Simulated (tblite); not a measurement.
Geometry relaxation, with input and output: C2H7Ge2N3O2

- system: C2H7Ge2N3O2, SMILES N#[C][Ge@H]([NH][GeH2][NH2])[C](=O)O
- method: GFN2-xTB geometry optimisation, gas phase (tblite 0.8.0)

It belongs to a series of runs on one base structure; here: H on Ge replaced by COOH.

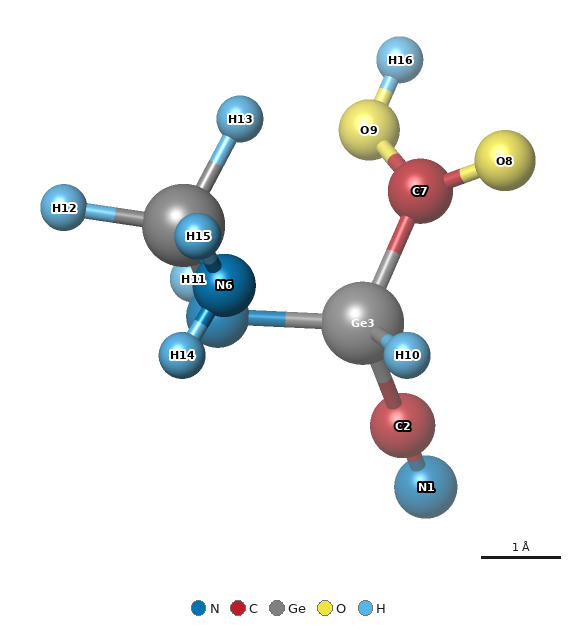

**Figure 1.** The structure as given in the input (ball-and-stick view, seen at a tilt; atoms are numbered from 1 in the order of the input). Sticks mark near contacts. Bond lengths as drawn: C–Ge 1.91 to 1.92 Å, C–N 1.14 Å, C–O 1.26 to 1.39 Å, Ge–H 1.55 Å, Ge–N 1.86 to 1.88 Å, H–N 1.04 to 1.05 Å and H–O 1.02 Å.

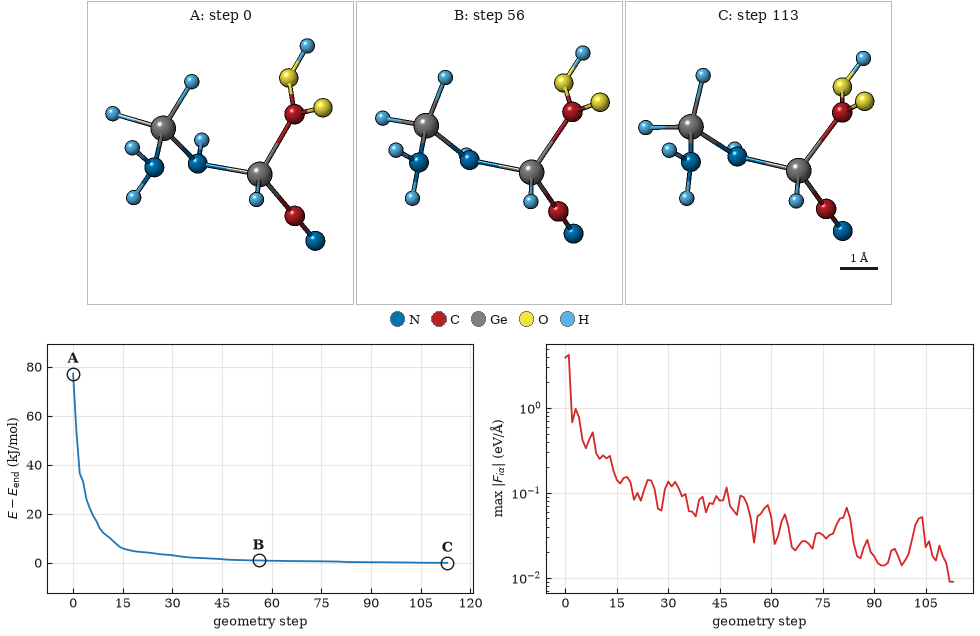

**Figure 2.** Frames of the relaxation (ball-and-stick view, seen at a tilt) above the curves, on which the letters mark them (steps are counted from 0).

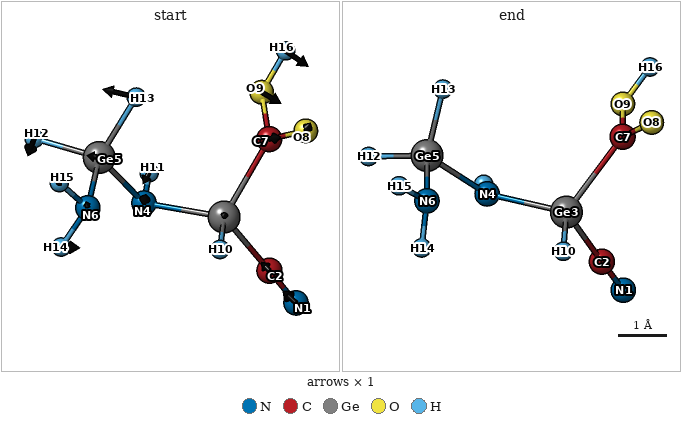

**Figure 3.** Before (left) and after (right) the relaxation, at one scale (ball-and-stick view, seen at a tilt). The black arrows give the displacements, at true length. H13 moves most after the best rigid fit: 0.75 Å. Largest moves by element: H 0.75 Å, O 0.50 Å, N 0.48 Å, C 0.31 Å, Ge 0.29 Å. Among the contacts that change: Ge3–C7 1.916 → 2.007 Å, C7–O8 1.262 → 1.196 Å, C7–O9 1.393 → 1.330 Å, Ge5–N6 1.858 → 1.799 Å. Among the angles that change: Ge3–N4–Ge5 106.7° → 124.6°, Ge3–C7–O9 119.9° → 108.9°, Ge5–N6–H15 107.0° → 117.6°. Over 113 geometry steps the energy falls by 77.2 kJ/mol. The largest force component goes from 3.9 to 0.009 eV/Å. (Atoms are counted from 1 in the order of the input.)

These pictures come from the run below.

### The input
```
{"job": {"kind": "relax", "xc": "GFN2-xTB", "basis": "xTB"}, "charge": 0, "multiplicity": 1}
N     -2.023100     2.309600    -2.574400
C     -1.550600     1.771600    -1.686000
Ge    -0.741400     0.870500    -0.204800
N      0.797700     0.013000    -0.790700
Ge     1.639000    -0.693000     0.737900
N      2.221800     0.702300     1.817900
C     -1.995200    -0.398200     0.495500
O     -2.705500    -0.090900     1.492900
O     -2.124400    -1.649100    -0.104100
H     -0.398000     1.912700     0.889300
H      0.489900    -0.810200    -1.362400
H      2.853600    -1.546700     0.292100
H      0.646700    -1.586400     1.529700
H      2.916200     1.254500     1.255600
H      2.758400     0.275100     2.606000
H     -2.792700    -2.325900     0.261600
```

The first line tells a small driver script what to run in tblite; the rest is the geometry in Å.

Launched with:
```bash
OMP_NUM_THREADS=1 python <driver script> task.json out
```

### Output
```
step      E/eV     max force
  0    -776.35056    5.354
  1    -776.59456    5.333
  2    -776.77267    0.882
  3    -776.80602    1.178
  4    -776.88024    1.096
  5    -776.91859    0.573
  6    -776.95047    0.491
  7    -776.97285    0.601
  8    -777.00394    0.691
  9    -777.02207    0.352
 10    -777.03382    0.321
 11    -777.04431    0.331
 12    -777.05711    0.330
 13    -777.07029    0.287
 14    -777.08216    0.258
 15    -777.08959    0.167
 16    -777.09368    0.152
 17    -777.09711    0.152
 18    -777.10023    0.160
 19    -777.10253    0.162
 20    -777.10417    0.115
 21    -777.10540    0.113
 22    -777.10651    0.097
 23    -777.10780    0.146
 24    -777.10937    0.194
 25    -777.11160    0.192
 26    -777.11373    0.120
 27    -777.11511    0.089
 28    -777.11600    0.093
 29    -777.11701    0.140
 30    -777.11857    0.165
 31    -777.12065    0.145
 32    -777.12280    0.171
 33    -777.12463    0.157
 34    -777.12623    0.109
 35    -777.12763    0.102
 36    -777.12864    0.088
 37    -777.12927    0.085
 38    -777.12981    0.075
 39    -777.13049    0.090
 40    -777.13130    0.097
 41    -777.13210    0.070
 42    -777.13275    0.081
 43    -777.13337    0.082
 44    -777.13414    0.105
 45    -777.13522    0.091
 46    -777.13668    0.102
 47    -777.13741    0.140
 48    -777.13792    0.089
 49    -777.13846    0.074
 50    -777.13886    0.057
 51    -777.13923    0.102
 52    -777.13965    0.100
 53    -777.14005    0.079
 54    -777.14036    0.051
 55    -777.14057    0.032
 56    -777.14071    0.073
 57    -777.14090    0.075
 58    -777.14122    0.072
 59    -777.14160    0.072
 60    -777.14191    0.052
 61    -777.14211    0.037
 62    -777.14227    0.041
 63    -777.14249    0.050
 64    -777.14280    0.060
 65    -777.14309    0.043
 66    -777.14326    0.025
 67    -777.14335    0.023
 68    -777.14344    0.025
 69    -777.14355    0.028
 70    -777.14366    0.031
 71    -777.14376    0.028
 72    -777.14387    0.028
 73    -777.14400    0.037
 74    -777.14414    0.037
 75    -777.14430    0.042
 76    -777.14447    0.038
 77    -777.14466    0.038
 78    -777.14486    0.039
 79    -777.14508    0.052
 80    -777.14537    0.061
 81    -777.14586    0.065
 82    -777.14654    0.085
 83    -777.14718    0.069
 84    -777.14751    0.031
 85    -777.14760    0.021
 86    -777.14765    0.018
 87    -777.14771    0.023
 88    -777.14781    0.029
 89    -777.14793    0.020
 90    -777.14803    0.018
 91    -777.14809    0.016
 92    -777.14813    0.018
 93    -777.14818    0.020
 94    -777.14828    0.019
 95    -777.14846    0.030
 96    -777.14867    0.031
 97    -777.14885    0.024
 98    -777.14896    0.018
 99    -777.14902    0.019
100    -777.14910    0.026
101    -777.14923    0.038
102    -777.14945    0.056
103    -777.14974    0.062
104    -777.14999    0.058
105    -777.15016    0.028
106    -777.15025    0.030
107    -777.15029    0.018
108    -777.15035    0.018
109    -777.15047    0.026
110    -777.15054    0.020
111    -777.15059    0.018
112    -777.15062    0.010
113    -777.15063    0.009
```

### Trajectory as extended XYZ (Å, eV, eV/Å), 7 of the 114 frames kept, from step=0 to step=113
```
16
Properties=species:S:1:pos:R:3:forces:R:3 step=0 energy=-776.35056
N    -2.0231    2.3096   -2.5744   -0.1790   0.1780  -0.2820
C    -1.5506    1.7716   -1.6860    0.1040  -0.1030   0.0340
Ge   -0.7414    0.8705   -0.2048    1.1640   0.7870   0.0660
N     0.7977    0.0130   -0.7907   -0.5110  -0.9470   0.1390
Ge    1.6390   -0.6930    0.7379    0.1970  -0.1680   0.1710
N     2.2218    0.7023    1.8179    1.0770  -0.4330  -0.3860
C    -1.9952   -0.3982    0.4955   -3.9180  -1.7770   3.1870
O    -2.7055   -0.0909    1.4929    2.3260  -1.0830  -3.2490
O    -2.1244   -1.6491   -0.1041   -0.1530   0.9170   0.8040
H    -0.3980    1.9127    0.8893   -0.2210  -0.4600  -0.5050
H     0.4899   -0.8102   -1.3624    0.4740   0.9250   0.3580
H     2.8536   -1.5467    0.2921   -0.4070   0.1180  -0.0780
H     0.6467   -1.5864    1.5297    0.3910   0.2910  -0.1270
H     2.9162    1.2545    1.2556   -0.7950  -0.4680   0.7670
H     2.7584    0.2751    2.6060   -0.5160   0.6260  -0.7020
H    -2.7927   -2.3259    0.2616    0.9670   1.5970  -0.1970
16
Properties=species:S:1:pos:R:3:forces:R:3 step=19 energy=-777.10253
N    -1.9866    2.2770   -2.5980    0.0150  -0.0340  -0.0540
C    -1.4975    1.7170   -1.7281    0.0000   0.0110  -0.0410
Ge   -0.7642    0.8579   -0.1713   -0.0560  -0.0730   0.1330
N     0.7421   -0.0507   -0.6097    0.0480   0.0000  -0.0180
Ge    1.7065   -0.8138    0.7491   -0.0160   0.0050   0.0070
N     2.2530    0.5881    1.7315    0.0120   0.0370   0.0210
C    -2.1421   -0.3891    0.5993    0.0000  -0.0520  -0.0860
O    -2.8483   -0.2120    1.5471   -0.0070   0.0420   0.0530
O    -2.1157   -1.5200   -0.1064    0.0540  -0.0360  -0.0140
H    -0.3959    1.9436    0.7927   -0.0050   0.0530   0.0450
H     0.7069   -0.5963   -1.4595   -0.0230   0.0440   0.0070
H     2.7309   -1.6917    0.0624    0.0200   0.0280  -0.0090
H     0.8701   -1.6178    1.7052   -0.0040  -0.0650   0.0060
H     2.7807    1.3162    1.2706   -0.0080  -0.0100  -0.0380
H     2.6738    0.4009    2.6302    0.0170  -0.0250  -0.0170
H    -2.7213   -2.2003    0.2411   -0.0470   0.0750   0.0050
16
Properties=species:S:1:pos:R:3:forces:R:3 step=38 energy=-777.12981
N    -1.8568    2.0787   -2.7045   -0.0110   0.0090  -0.0250
C    -1.4504    1.6427   -1.7276    0.0110  -0.0050   0.0000
Ge   -0.7874    0.8802   -0.0869   -0.0480  -0.0340   0.0030
N     0.7333    0.0007   -0.5376   -0.0100   0.0100  -0.0120
Ge    1.7343   -0.8330    0.7433    0.0030  -0.0280   0.0040
N     2.2617    0.5602    1.7492    0.0090   0.0100   0.0100
C    -2.1868   -0.3689    0.6280    0.0330  -0.0340   0.0330
O    -2.9119   -0.1898    1.5629   -0.0020  -0.0010  -0.0440
O    -2.1599   -1.4883   -0.0937   -0.0410   0.0140  -0.0200
H    -0.4960    1.9885    0.8838    0.0280   0.0150  -0.0090
H     0.7095   -0.4550   -1.4380   -0.0070  -0.0120  -0.0070
H     2.7829   -1.6233   -0.0123   -0.0140   0.0150  -0.0060
H     0.9439   -1.7315    1.6569    0.0190  -0.0040   0.0000
H     2.7111    1.3023    1.2299    0.0150   0.0510   0.0530
H     2.7817    0.3880    2.5969    0.0270  -0.0210  -0.0040
H    -2.8167   -2.1426    0.2060   -0.0110   0.0150   0.0230
16
Properties=species:S:1:pos:R:3:forces:R:3 step=56 energy=-777.14071
N    -1.7980    1.9776   -2.7712   -0.0330   0.0320  -0.0360
C    -1.4420    1.5895   -1.7554    0.0260  -0.0430   0.0530
Ge   -0.8200    0.8704   -0.0760   -0.0120   0.0010   0.0010
N     0.7211    0.0194   -0.5080   -0.0140  -0.0050  -0.0140
Ge    1.7802   -0.8087    0.7292    0.0080  -0.0050   0.0090
N     2.3059    0.5369    1.8031   -0.0010  -0.0080  -0.0120
C    -2.2357   -0.3634    0.6395   -0.0080   0.0110  -0.0100
O    -2.9546   -0.1691    1.5757    0.0180  -0.0020  -0.0120
O    -2.2532   -1.4701   -0.0993   -0.0060   0.0060  -0.0040
H    -0.5278    1.9988    0.8726   -0.0120   0.0160   0.0030
H     0.6997   -0.4311   -1.4116    0.0190  -0.0160  -0.0030
H     2.8232   -1.5400   -0.0914    0.0020   0.0090   0.0120
H     1.0423   -1.7616    1.6308    0.0130  -0.0250  -0.0080
H     2.6670    1.3606    1.3413    0.0080   0.0090  -0.0030
H     2.9129    0.3049    2.5761    0.0020   0.0070   0.0170
H    -2.9286   -2.1053    0.2008   -0.0070   0.0100   0.0070
16
Properties=species:S:1:pos:R:3:forces:R:3 step=75 energy=-777.14430
N    -1.8367    1.9683   -2.7681   -0.0040   0.0060  -0.0180
C    -1.4480    1.5656   -1.7699    0.0080  -0.0190   0.0250
Ge   -0.8199    0.8581   -0.0880    0.0120  -0.0230   0.0070
N     0.7284    0.0033   -0.4941    0.0040  -0.0270  -0.0320
Ge    1.8179   -0.8103    0.7313    0.0050   0.0080  -0.0110
N     2.3157    0.5300    1.8236   -0.0080   0.0230  -0.0040
C    -2.2522   -0.3534    0.6301    0.0040   0.0060   0.0070
O    -2.9442   -0.1461    1.5839   -0.0040  -0.0040   0.0030
O    -2.3209   -1.4519   -0.1171    0.0080   0.0160  -0.0060
H    -0.5484    2.0050    0.8465    0.0040  -0.0090   0.0040
H     0.7135   -0.4570   -1.3942    0.0050   0.0100   0.0190
H     2.8882   -1.4875   -0.1006   -0.0100   0.0090  -0.0130
H     1.1225   -1.8174    1.6075   -0.0030   0.0030   0.0070
H     2.6623    1.3657    1.3712   -0.0080  -0.0090   0.0090
H     2.9227    0.3044    2.5988   -0.0100  -0.0030   0.0000
H    -3.0086   -2.0680    0.1953   -0.0040   0.0130  -0.0010
16
Properties=species:S:1:pos:R:3:forces:R:3 step=94 energy=-777.14828
N    -1.8604    1.9123   -2.7437    0.0070   0.0080  -0.0010
C    -1.4456    1.5247   -1.7497   -0.0010  -0.0070  -0.0060
Ge   -0.7888    0.8231   -0.0773   -0.0040   0.0030   0.0010
N     0.7423   -0.0454   -0.5115    0.0100   0.0000   0.0000
Ge    1.8696   -0.8060    0.7106    0.0070  -0.0090  -0.0120
N     2.2752    0.5468    1.8254    0.0020   0.0080   0.0000
C    -2.2551   -0.3410    0.6468   -0.0090  -0.0110   0.0000
O    -2.9167   -0.1302    1.6213    0.0110  -0.0130  -0.0070
O    -2.4072   -1.3997   -0.1447   -0.0100   0.0140   0.0070
H    -0.4833    1.9639    0.8535    0.0040  -0.0050  -0.0050
H     0.7208   -0.5111   -1.4076   -0.0090  -0.0010   0.0100
H     2.9791   -1.4103   -0.1275   -0.0130   0.0110   0.0090
H     1.2247   -1.8583    1.5729    0.0050   0.0010   0.0010
H     2.6339    1.3918    1.4007   -0.0150  -0.0110  -0.0040
H     2.8364    0.3285    2.6362    0.0020   0.0000   0.0030
H    -3.1325   -1.9803    0.1508    0.0130   0.0110   0.0040
16
Properties=species:S:1:pos:R:3:forces:R:3 step=113 energy=-777.15063
N    -1.8167    1.9048   -2.7560    0.0000   0.0000   0.0050
C    -1.4222    1.5086   -1.7572    0.0040  -0.0010   0.0000
Ge   -0.7798    0.8105   -0.0768    0.0000  -0.0010  -0.0010
N     0.7335   -0.0897   -0.5108    0.0060   0.0000  -0.0040
Ge    1.8994   -0.8069    0.7012    0.0000   0.0000  -0.0080
N     2.2278    0.5502    1.8350   -0.0020   0.0010   0.0040
C    -2.2491   -0.3365    0.6666   -0.0020  -0.0040   0.0000
O    -2.8300   -0.1805    1.7006    0.0010  -0.0020   0.0020
O    -2.4933   -1.3290   -0.1849   -0.0030   0.0040   0.0030
H    -0.4387    1.9506    0.8417   -0.0030  -0.0010  -0.0030
H     0.6781   -0.5975   -1.3825    0.0020   0.0040  -0.0010
H     3.0381   -1.3296   -0.1509   -0.0010  -0.0020   0.0090
H     1.3203   -1.9114    1.5449    0.0000   0.0000   0.0030
H     2.5318    1.4200    1.4186   -0.0010   0.0030  -0.0030
H     2.8039    0.3571    2.6418    0.0020  -0.0020  -0.0050
H    -3.2105   -1.9117    0.1250   -0.0010   0.0010  -0.0020
```

### Results in brief

| quantity | value |
| --- | --- |
| outcome | converged |
| total energy | −777.1506 eV |
| hardware | 1 CPU thread, shared host |
| wall time | 4.6 s |
| peak memory | 0.18 GiB |
